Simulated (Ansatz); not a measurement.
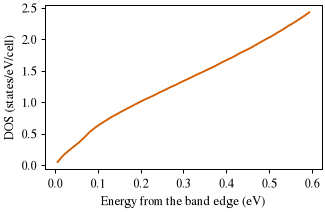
Figure. Density of states of CdS (P6_3mc) below the valence band maximum, PBE with spin-orbit coupling, rigid bands (Ansatz, an electronic-structure program); cell volume 98.8 Å³.

Q: What effective density of states at 300 K does this give (∫ g(E) exp(−E/k_BT) dE, both spins, divided by the cell's size)?

A: 4.7e19 cm⁻³, a density-of-states mass of 1.52 mₑ, valleys and band degeneracy included.

Geometry: cell and atoms relaxed with PBEsol.
